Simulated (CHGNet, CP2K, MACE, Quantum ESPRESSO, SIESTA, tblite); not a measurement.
# Predicting plane-wave site energies from CHGNet r2SCAN: S in place of O in amorphous HfO2 at 8.35 g/cm^3 (84 atoms)

Density of this cell: 8.35 g/cm³. The cell holds 84 atoms: 28 Hf and 56 O. Its edges and angles: a = 10.544 Å, b = 10.544 Å, c = 10.544 Å, α = 90.0°, β = 90.0°, γ = 90.0°. 84 atoms (28 Zr, 56 O) placed at random at 4.89 g/cm³, melted at 5000 K for 10 ps at fixed volume with the Morse and Coulomb pair potential with partial charges (Pedone, Malavasi, Menziani, Cormack and Segre, J. Phys. Chem. B 110, 11780 (2006)). Quenched from 5000 K to 300 K at 50 K/ps and fixed volume, held 5 ps, then minimised at fixed cell. Then Zr was replaced by Hf at the same volume (the potential has no terms for Hf, so the cell is a start for a DFT relaxation). Then the atoms were relaxed with MACE MPA-0 medium in the fixed cell.

Calculated with Quantum ESPRESSO 7.5: PBE; plane waves, SSSP efficiency, 60/480 Ry; k-points Γ. The cheaper level is CHGNet r2SCAN, trained on r2SCAN plane-wave data, no dispersion term. Each row is one cell with S in place of O, relaxed with MACE MPA-0 medium; both levels solve the same cells, and energies are counted from site O49 at each level.

| energy from CHGNet r2SCAN (eV) | energy from plane waves (eV) | site |
| --- | --- | --- |
| 0.000 | 0 | O49 |
| 0.389 | ? | ? |
| 0.521 | 0.6312 | O72 |
| 0.762 | 1.073 | O73 |
| 0.927 | 1.345 | O34 |

**Question.** Fit a straight line to the rows given and interpolate to the withheld row.

**Working.**

Take u as the energy from CHGNet r2SCAN and v as that from plane waves.

```
  u (eV)    v (eV)
       0         0
0.521118  0.631243
0.761719   1.07306
0.926758   1.34500
```

With n = 4: mean u = 0.552399, mean v = 0.762328, Σ(u − ū)² = 0.49008, Σ(u − ū)(v − v̄) = 0.70838. Slope b = 0.70838 / 0.49008 = 1.4454; intercept a = v̄ − b ū = -0.036129.

At the withheld site u = 0.3890, and v = a + b u.

Prediction at 0.389: 0.5262 eV. The run gave 0.3031 eV, so the fit is high by 0.22 eV (74 % of the value).

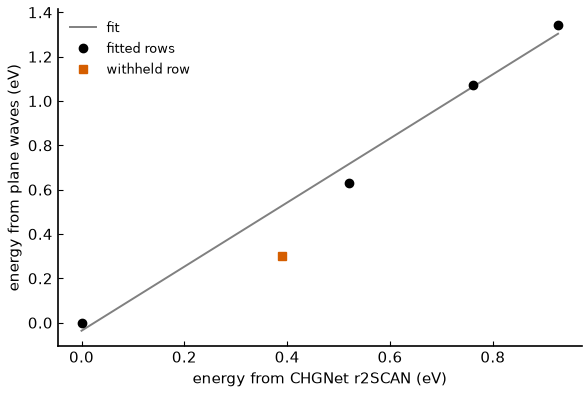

The fit, the rows that it rests on and the withheld row.

The slope of 1.4 says that CHGNet r2SCAN compresses the spread of the sites. Taken as it stands, without the line, its value misses the withheld site by 0.086 eV. Among the rows given, the largest miss of the fit is at 0.521, by 0.086 eV (6.4 % of the range of the table).

Limits: Few sites, one cell. The geometries are those of MACE MPA-0 medium, not of DFT.

[Logs are printed without paths, hosts, clocks, repeated set-up lines and the standing remarks that a program may print on its own settings, such as how far it seeks lower states.]

[Hosts, paths, dates, database ids (printed as entryN), source tags and the programs' standing remarks are cut or masked in the printed files.]
